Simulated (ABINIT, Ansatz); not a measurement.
# Rb2H6Pt (Fm-3m): one start, several treatments of the self-energy

Wanted: the gap of Rb2H6Pt (Fm-3m) under several approximations, with cost.

Main program and level: ABINIT 10.8.3; LDA and many-body steps on it, plane waves.

## (1) The starting structure

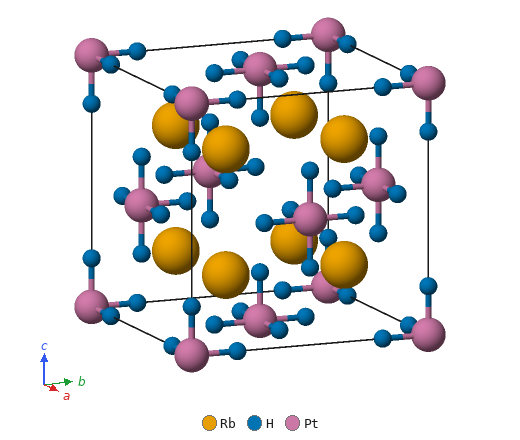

The starting structure, seen slightly off an axis (rubidium orange, hydrogen blue, platinum pink). This picture shows the conventional cell, with its axes. Some periodic images of atoms are drawn too.

Coordinates:

```cif
data_structure
_symmetry_space_group_name_H-M 'Fm-3m'
_symmetry_Int_Tables_number 225
_cell_length_a 8.5216
_cell_length_b 8.5216
_cell_length_c 8.5216
_cell_angle_alpha 90.000
_cell_angle_beta 90.000
_cell_angle_gamma 90.000
_cell_volume 618.82
loop_
_atom_site_label
_atom_site_type_symbol
_atom_site_symmetry_multiplicity
_atom_site_Wyckoff_symbol
_atom_site_fract_x
_atom_site_fract_y
_atom_site_fract_z
_atom_site_occupancy
Rb1 Rb 8 c 0.25000 0.25000 0.75000 1
H1 H 24 e 0.00000 0.00000 0.80731 1
Pt1 Pt 4 a 0.00000 0.00000 0.00000 1
```

The cell and positions are those that the Materials Project relaxed with its own functionals (PBE, PBE+U or r2SCAN), kept fixed. Spin-orbit coupling is left out unless a step names it.

## (2) Empty states on the mesh, 2×2×2 mesh, 298 bands

This step: ABINIT 10.8.3; DFT, LDA, plane waves, norm-conserving pseudopotentials.

The sums over transitions need many empty states on a uniform mesh; this step solves for them.

File run.abi:

```
acell 3*1.0 Angstrom
rprim 
  0.000000000000 4.260795920000 4.260795920000
  4.260795920000 0.000000000000 4.260795920000
  4.260795920000 4.260795920000 0.000000000000
ntypat 3
znucl 37 1 78
natom 9
typat 1 1 2 2 2 2 2 2 3
xred 
  0.750000000000 0.750000000000 0.750000000000
  0.250000000000 0.250000000000 0.250000000000
  0.807305340000 0.807305340000 0.192694660000
  0.192694660000 0.807305340000 0.192694660000
  0.807305340000 0.192694660000 0.192694660000
  0.192694660000 0.192694660000 0.807305340000
  0.807305340000 0.192694660000 0.807305340000
  0.192694660000 0.807305340000 0.807305340000
  0.000000000000 0.000000000000 0.000000000000
pp_dirpath "pseudos"
pseudos "Rb.upf, H.upf, Pt.upf"
ecut 34
ngkpt 2 2 2
nshiftk 1
shiftk 0 0 0
kptopt 1
chksymbreak 0
iscf -2
irdden 1
istwfk *1
nband 298
nbdbuf 26
tolwfr 1e-09
nstep 60
prtvol 0
indata_prefix "in"
outdata_prefix "out"
tmpdata_prefix "tmp"
```

The run is started by

```sh
OMP_NUM_THREADS=1 mpirun -n 4 abinit run.abi > log
```

Numbers of over 12 decimals in the logs are rounded to 6 here.

The program printed:

```text
.Version 10.8.3 of ABINIT. v10.8.2 released Aug 2026.

 Symmetries : space group Fm -3 m (#225); Bravais cF (face-center cubic)
[... echo of the input left out ...]
== DATASET  1 ==================================================================
-   mpi_nproc: 4, omp_nthreads: 1 (-1 if OMP is not activated)
-    --> not optimal distribution: autoparal keyword recommended in input file <--

--- !DatasetInfo
iteration_state: {dtset: 1, }
dimensions: {natom: 9, nkpt: 3, mband: 298, nsppol: 1, nspinor: 1, nspden: 1, mpw: 9922, }
cutoff_energies: {ecut:  34.0, pawecutdg:  -1.0, }
[...]
2.82418    2.86411    2.86411    2.86411    2.86708    2.86708    2.86708    2.89614
   2.89615    2.89617    2.90561    2.90565    2.90809    2.90813    2.90821    2.92290
   2.95197    2.95789
 prteigrs : prtvol=0 or 1, do not print more k-points.

== END DATASET(S) ==============================================================
================================================================================

 -outvars: echo values of variables after computation  --------
            nband         298
             nkpt           3
          spgroup         225
 [... the other variables as echoed above ...]

 Calculation completed.
```

Wall time 3.1 min (4 MPI ranks of Arm Neoverse V2, shared host); peak memory 0.55 GiB; 12 min of CPU time.

Numbers from this step:

| Quantity | Value |
| --- | --- |
| gap | 3.783 eV |
| k of the valence top | 0.5, 0.5, 0 |
| k of the conduction bottom | 0.5, 0.5, 0 |
| least direct gap | 3.783 eV |
| k points computed | 3 |
| lowest point of the top converged band, above the valence top | 76.8463 eV |

On this mesh the gap is 3.783 eV.

The density comes from a self-consistent run that is not shown.

## (3) Screening, 2×2×2 mesh, 123 bands, screening to 114.3 eV

The RPA dielectric matrix is built and inverted for each q.

This step: RPA screening on LDA, plane waves, norm-conserving pseudopotentials.

run.abi, as its differences from that of step 2:

```diff
@@ -27,10 +27,11 @@
 chksymbreak 0
-iscf -2
-irdden 1
 istwfk *1
-nband 298
-nbdbuf 26
-tolwfr 1e-09
-nstep 60
-prtvol 0
+occopt 1
+irdwfk 1
+optdriver 3
+nband 123
+ecuteps 4.2
+inclvkb 2
+awtr 1
+symchi 1
 indata_prefix "in"
```

The program printed:

```text
.Version 10.8.3 of ABINIT. v10.8.2 released Aug 2026.

 Symmetries : space group Fm -3 m (#225); Bravais cF (face-center cubic)
[... echo of the input left out ...]
== DATASET  1 ==================================================================
-   mpi_nproc: 4, omp_nthreads: 1 (-1 if OMP is not activated)

--- !DatasetInfo
iteration_state: {dtset: 1, }
dimensions: {natom: 9, nkpt: 3, mband: 123, nsppol: 1, nspinor: 1, nspden: 1, mpw: 9922, }
cutoff_energies: {ecut:  34.0, pawecutdg:  -1.0, }
electrons: {nelect:   4.20000000E+01, charge:   0.00000000E+00, occopt:   1.00000000E+00, tsmear:   1.00000000E-02, }

 SCREENING: Calculation of the susceptibility and dielectric matrices

 Based on a program developped by R.W. Godby, V. Olevano, G. Onida, and L. Reining.
 Incorporated in ABINIT by V. Olevano, G.-M. Rignanese, and M. Torrent.
.Using double precision arithmetic ; gwpc =  8

[... cell and pseudopotentials left out ...]
--------------------------------------------------------------------------------

 ==== K-mesh for the wavefunctions ====
 Number of points in the irreducible wedge :     3
[... list of points left out ...]
 Together with 48 symmetry operations and time-reversal symmetry
 yields     8 points in the full Brillouin Zone.

 ==== Q-mesh for the screening function ====
 Number of points in the irreducible wedge :     3
[... list of points left out ...]
 Together with 48 symmetry operations and time-reversal symmetry
 yields     8 points in the full Brillouin Zone.

 setmesh: FFT mesh size selected  =    40x   40x   40
          total number of points  =        64000

 vcoul_init : cutoff-mode = AUXILIARY_FUNCTION
 q-points for optical limit:   1
     1)      0.000010    0.000020    0.000030

- screening: taking advantage of time-reversal symmetry
- Maximum band index for partially occupied states nbvw = 21
- Remaining bands to be divided among processors   nbcw = 102
- Number of bands treated by each node ~25

 Number of electrons calculated from density =   42.0000; Expected =   42.0000
 average of density, n =  0.040230
 r_s =    1.8105
 omega_plasma =   19.3478 [eV]

 calculating chi0 at frequencies [eV] :
  1    0.000000E+00    0.000000E+00
  2    0.000000E+00    1.934777E+01

--------------------------------------------------------------------------------
  q-point number  1        q = ( 0.000000, 0.000000, 0.000000) [r.l.u.]
--------------------------------------------------------------------------------
[... chi0 elements left out ...]
 For q-point:  0.000010 0.000020 0.000030
  dielectric constant =   2.8065
  dielectric constant without local fields =   3.6238

  Average fulfillment of the sum rule on Im[epsilon] for q-point    1 :     63.81  [%]
[... wings left out ...]
  q-point number  2        q = ( 0.500000, 0.000000, 0.000000) [r.l.u.]
--------------------------------------------------------------------------------
[... chi0 elements left out ...]
  Average fulfillment of the sum rule on Im[epsilon] for q-point    2 :     70.81  [%]

 [... 1 further q-points ...]
```

It took 24 s on 4 MPI ranks; peak memory 1.7 GiB.

Numbers from this step:

| Quantity | Value |
| --- | --- |
| ε∞ with local fields, on this mesh, along the program's q direction | 2.807 |
| the same without local fields | 3.624 |
| plasma frequency | 19.35 eV |
| plane waves in the screening matrix | 411 |

Local fields lower ε∞ by 23 %. On a Γ-centred mesh this coarse the value itself is usually too large, while a short band sum pulls it down.

## (4) G0W0, Godby-Needs plasmon pole

The self-energy is evaluated for the states that the input lists, and the levels follow from it, in one-shot runs by the linearised quasiparticle equation.

This step: G0W0 on LDA, plane waves, norm-conserving pseudopotentials.

run.abi, as its differences from that of step 3:

```diff
@@ -30,8 +30,17 @@
 irdwfk 1
-optdriver 3
+optdriver 4
 nband 123
+gwcalctyp 0
+ecutsigx 34
+symsigma 1
+nkptgw 2
+kptgw 
+  0.5000000000 0.5000000000 0.0000000000
+  0.0000000000 0.0000000000 0.0000000000
+bdgw 
+  20 23
+  19 24
 ecuteps 4.2
-inclvkb 2
-awtr 1
-symchi 1
+irdscr 1
+ppmodel 1
 indata_prefix "in"
```

The program printed:

```text
.Version 10.8.3 of ABINIT. v10.8.2 released Aug 2026.

 Symmetries : space group Fm -3 m (#225); Bravais cF (face-center cubic)
[... echo of the input left out ...]
== DATASET  1 ==================================================================
-   mpi_nproc: 4, omp_nthreads: 1 (-1 if OMP is not activated)

--- !DatasetInfo
iteration_state: {dtset: 1, }
dimensions: {natom: 9, nkpt: 3, mband: 123, nsppol: 1, nspinor: 1, nspden: 1, mpw: 9922, }
cutoff_energies: {ecut:  34.0, pawecutdg:  -1.0, }
electrons: {nelect:   4.20000000E+01, charge:   0.00000000E+00, occopt:   1.00000000E+00, tsmear:   1.00000000E-02, }

 SIGMA: Calculation of the GW corrections

 Based on a program developped by R.W. Godby, V. Olevano, G. Onida, and L. Reining.
 Incorporated in ABINIT by V. Olevano, G.-M. Rignanese, and M. Torrent.
.Using double precision arithmetic ; gwpc =  8

[... cell and pseudopotentials left out ...]
--------------------------------------------------------------------------------

 ==== K-mesh for the wavefunctions ====
 Number of points in the irreducible wedge :     3
[... list of points left out ...]
 Together with 48 symmetry operations and time-reversal symmetry
 yields     8 points in the full Brillouin Zone.

 ==== Q-mesh for screening function ====
 Number of points in the irreducible wedge :     3
[... list of points left out ...]
 Together with 48 symmetry operations and time-reversal symmetry
 yields     8 points in the full Brillouin Zone.

 vcoul_init : cutoff-mode = AUXILIARY_FUNCTION
 q-points for optical limit:   1
     1)      0.000010    0.000020    0.000030
 setmesh: FFT mesh size selected  =    60x   60x   60
          total number of points  =       216000

 Number of electrons calculated from density =   42.0000; Expected =   42.0000
 average of density, n =  0.040230
 r_s =    1.8105
 omega_plasma =   19.3478 [eV]

 === KS Band Gaps ===
  >>>> For spin  1
   Minimum direct gap =   3.7827 [eV], located at k-point      :   0.5000  0.5000  0.0000
   Fundamental gap    =   3.7827 [eV], Top of valence bands at :   0.5000  0.5000  0.0000
                                       Bottom of conduction at :   0.5000  0.5000  0.0000
 SIGMA fundamental parameters:
 PLASMON POLE MODEL  1
 number of plane-waves for SigmaX                 9841
 number of plane-waves for SigmaC and W            411
 number of plane-waves for wavefunctions          9841
 number of bands                                   123
 number of independent spin polarizations            1
 number of spinorial components                      1
 number of k-points in IBZ                           3
 number of q-points in IBZ                           3
 number of symmetry operations                      48
 number of k-points in BZ                            8
 number of q-points in BZ                            8
 number of frequencies for dSigma/dE                 9
 frequency step for dSigma/dE [eV]                0.25
 number of omega for Sigma on real axis              0
 max omega for Sigma on real axis  [eV]           0.00
 zcut for avoiding poles [eV]                     0.10

 EPSILON^-1 parameters (SCR file):
 dimension of the eps^-1 matrix on file            411
 dimension of the eps^-1 matrix used               411
 number of plane-waves for wavefunctions          9841
 number of bands                                   123
 number of q-points in IBZ                           3
 number of frequencies                               2
 number of real frequencies                          1
 number of imag frequencies                          1

 matrix elements of self-energy operator (all in [eV])

 Perturbative Calculation

--- !SelfEnergy_ee
iteration_state: {dtset: 1, }
kpoint     : [   0.500,    0.500,    0.000, ]
spin       : 1
KS_gap     :    3.783
QP_gap     :    6.099
Delta_QP_KS:    2.317
data: !SigmaeeData |
     Band     E0 <VxcDFT>   SigX SigC(E0)      Z dSigC/dE  Sig(E)    E-E0       E
       20  -0.977 -11.611 -14.610   1.813   0.823  -0.215 -12.587  -0.976  -1.954
       21  -0.977 -11.611 -14.610   1.813   0.823  -0.215 -12.587  -0.976  -1.954
       22   2.806  -9.494  -5.780  -2.150   0.857  -0.166  -8.154   1.340   4.146
       23   5.048  -8.812  -4.315  -2.669   0.859  -0.164  -7.241   1.570   6.619

--- !SelfEnergy_ee
iteration_state: {dtset: 1, }
kpoint     : [   0.000,    0.000,    0.000, ]
spin       : 1
KS_gap     :    4.861
QP_gap     :    7.072
Delta_QP_KS:    2.211
data: !SigmaeeData |
     Band     E0 <VxcDFT>   SigX SigC(E0)      Z dSigC/dE  Sig(E)    E-E0       E
       19  -1.289 -11.114 -14.098   1.793   0.823  -0.214 -12.095  -0.981  -2.269
       20  -1.289 -11.114 -14.098   1.793   0.823  -0.214 -12.095  -0.981  -2.269
       21  -1.289 -11.114 -14.098   1.793   0.823  -0.214 -12.095  -0.981  -2.269
       22   3.572  -7.278  -3.167  -2.691   0.866  -0.155  -6.047   1.230   4.802
       23   4.515 -11.621  -7.111  -2.353   0.848  -0.179  -9.792   1.829   6.344
       24   4.515 -11.621  -7.111  -2.353   0.848  -0.179  -9.792   1.829   6.344

== END DATASET(S) ==============================================================
================================================================================

 -outvars: echo values of variables after computation  --------
           etotal      0.0000000000E+00
            nband         123
             nkpt           3
          spgroup         225
 [... the other variables as echoed above ...]

 Calculation completed.
```

Run time: 12 s. Hardware: 4 MPI ranks; peak memory 1.2 GiB; 46 s of CPU time.

This step gave:

```yaml
g0w0_gap_on_the_points_computed: 6.1 eV
starting_gap_on_the_mesh: 3.783 eV
k_of_the_valence_top: 0.5, 0.5, 0
k_of_the_conduction_bottom: 0.5, 0.5, 0
z_at_the_valence_top: 0.823
z_at_the_conduction_bottom: 0.857
least_direct_g0w0_gap_on_the_computed_points: 6.1 eV
```

The gap on the mesh goes from 3.78 eV to 6.10 eV, a correction of +2.32 eV.

## (5) G0W0, von der Linden-Horsch plasmon pole

run.abi, as its differences from that of step 4:

```diff
@@ -44,3 +44,3 @@
 irdscr 1
-ppmodel 1
+ppmodel 3
 indata_prefix "in"
```

The program printed:

```text
.Version 10.8.3 of ABINIT. v10.8.2 released Aug 2026.

 Symmetries : space group Fm -3 m (#225); Bravais cF (face-center cubic)
[... echo of the input left out ...]
== DATASET  1 ==================================================================
-   mpi_nproc: 4, omp_nthreads: 1 (-1 if OMP is not activated)

--- !DatasetInfo
iteration_state: {dtset: 1, }
dimensions: {natom: 9, nkpt: 3, mband: 123, nsppol: 1, nspinor: 1, nspden: 1, mpw: 9922, }
cutoff_energies: {ecut:  34.0, pawecutdg:  -1.0, }
electrons: {nelect:   4.20000000E+01, charge:   0.00000000E+00, occopt:   1.00000000E+00, tsmear:   1.00000000E-02, }

 SIGMA: Calculation of the GW corrections

 Based on a program developped by R.W. Godby, V. Olevano, G. Onida, and L. Reining.
 Incorporated in ABINIT by V. Olevano, G.-M. Rignanese, and M. Torrent.
.Using double precision arithmetic ; gwpc =  8

[... cell and pseudopotentials left out ...]
--------------------------------------------------------------------------------

 ==== K-mesh for the wavefunctions ====
 Number of points in the irreducible wedge :     3
[... list of points left out ...]
 Together with 48 symmetry operations and time-reversal symmetry
 yields     8 points in the full Brillouin Zone.

 ==== Q-mesh for screening function ====
 Number of points in the irreducible wedge :     3
[... list of points left out ...]
 Together with 48 symmetry operations and time-reversal symmetry
 yields     8 points in the full Brillouin Zone.

 vcoul_init : cutoff-mode = AUXILIARY_FUNCTION
 q-points for optical limit:   1
     1)      0.000010    0.000020    0.000030
 setmesh: FFT mesh size selected  =    60x   60x   60
          total number of points  =       216000

 Number of electrons calculated from density =   42.0000; Expected =   42.0000
[...]
number of omega for Sigma on real axis              0
 max omega for Sigma on real axis  [eV]           0.00
 zcut for avoiding poles [eV]                     0.10

 EPSILON^-1 parameters (SCR file):
 dimension of the eps^-1 matrix on file            411
 dimension of the eps^-1 matrix used               411
 number of plane-waves for wavefunctions          9841
 number of bands                                   123
 number of q-points in IBZ                           3
 number of frequencies                               2
 number of real frequencies                          1
 number of imag frequencies                          1

 matrix elements of self-energy operator (all in [eV])

 Perturbative Calculation

--- !SelfEnergy_ee
iteration_state: {dtset: 1, }
kpoint     : [   0.500,    0.500,    0.000, ]
spin       : 1
KS_gap     :    3.783
QP_gap     :    6.369
Delta_QP_KS:    2.586
data: !SigmaeeData |
     Band     E0 <VxcDFT>   SigX SigC(E0)      Z dSigC/dE  Sig(E)    E-E0       E
       20  -0.977 -11.611 -14.610   1.483   0.880  -0.136 -12.945  -1.334  -2.311
       21  -0.977 -11.611 -14.610   1.483   0.880  -0.136 -12.945  -1.334  -2.311
       22   2.806  -9.494  -5.780  -2.337   0.909  -0.100  -8.242   1.252   4.057
[...]
--- !SelfEnergy_ee
iteration_state: {dtset: 1, }
kpoint     : [   0.000,    0.000,    0.000, ]
spin       : 1
KS_gap     :    4.861
QP_gap     :    7.302
Delta_QP_KS:    2.441
data: !SigmaeeData |
     Band     E0 <VxcDFT>   SigX SigC(E0)      Z dSigC/dE  Sig(E)    E-E0       E
[...]
23   4.515 -11.621  -7.111  -2.498   0.902  -0.109  -9.806   1.814   6.329
       24   4.515 -11.621  -7.111  -2.498   0.902  -0.109  -9.806   1.814   6.329

== END DATASET(S) ==============================================================
================================================================================

 -outvars: echo values of variables after computation  --------
           etotal      0.0000000000E+00
            nband         123
             nkpt           3
          spgroup         225
 [... the other variables as echoed above ...]

 Calculation completed.
```

Wall time 7.8 s (4 MPI ranks); peak memory 1.1 GiB.

This step gave:

| Item | Value |
| --- | --- |
| G0W0 gap on the points computed | 6.368 eV |
| starting gap on the mesh | 3.783 eV |
| k of the valence top | 0.5, 0.5, 0 |
| k of the conduction bottom | 0.5, 0.5, 0 |
| Z at the valence top | 0.88 |
| Z at the conduction bottom | 0.909 |
| least direct G0W0 gap on the computed points | 6.368 eV |

Against G0W0 in ABINIT (2×2×2 mesh, 123 bands, screening to 114.3 eV, Godby-Needs plasmon pole), the gap moves by +0.268 eV.

## (6) G0W0, Hybertsen-Louie plasmon pole

run.abi, as its differences from that of step 5:

```diff
@@ -44,3 +44,3 @@
 irdscr 1
-ppmodel 3
+ppmodel 2
 indata_prefix "in"
```

The program printed:

```text
.Version 10.8.3 of ABINIT. v10.8.2 released Aug 2026.

 Symmetries : space group Fm -3 m (#225); Bravais cF (face-center cubic)
[... echo of the input left out ...]
== DATASET  1 ==================================================================
-   mpi_nproc: 4, omp_nthreads: 1 (-1 if OMP is not activated)

--- !DatasetInfo
iteration_state: {dtset: 1, }
dimensions: {natom: 9, nkpt: 3, mband: 123, nsppol: 1, nspinor: 1, nspden: 1, mpw: 9922, }
cutoff_energies: {ecut:  34.0, pawecutdg:  -1.0, }
[...]
Band     E0 <VxcDFT>   SigX SigC(E0)      Z dSigC/dE  Sig(E)    E-E0       E
[...]
23   4.515 -11.621  -7.111  -2.457   0.884  -0.131  -9.806   1.815   6.329
       24   4.515 -11.621  -7.111  -2.457   0.884  -0.131  -9.806   1.815   6.329

== END DATASET(S) ==============================================================
================================================================================

 -outvars: echo values of variables after computation  --------
           etotal      0.0000000000E+00
            nband         123
             nkpt           3
          spgroup         225
 [... the other variables as echoed above ...]

 Calculation completed.
```

It took 12 s on 4 MPI ranks; peak memory 1.1 GiB.

This step gave:

```yaml
g0w0_gap_on_the_points_computed: 6.292 eV
starting_gap_on_the_mesh: 3.783 eV
k_of_the_valence_top: 0.5, 0.5, 0
k_of_the_conduction_bottom: 0.5, 0.5, 0
least_direct_g0w0_gap_on_the_computed_points: 6.292 eV
```

Against G0W0 in ABINIT (2×2×2 mesh, 123 bands, screening to 114.3 eV, Godby-Needs plasmon pole), the gap moves by +0.192 eV.

(Part 1 of 2 ends here.)

[Paths, hosts, dates, memory and timing lines, banners, echoed tables and standing remarks are left out of the program output.]

[Logs are printed without paths, hosts, clocks, repeated set-up lines and the standing remarks that a program may print on its own settings, such as how far it seeks lower states.]

[Runs of the session that timed out or met a known fault of the program may be left out.]

[Hosts, paths, dates, database ids (printed as entryN), source tags and the programs' standing remarks are cut or masked in the printed files.]

[G0W0 gaps are taken among the corrected bands and points alone; a level outside them can change the order at an edge.]

[Where Ansatz stands beside ABINIT at settings called matched, ABINIT's density can come from a denser mesh and the files from another edition; pairs whose starting gaps differed by over 0.03 eV were left out, so agreement reads better than it is.]
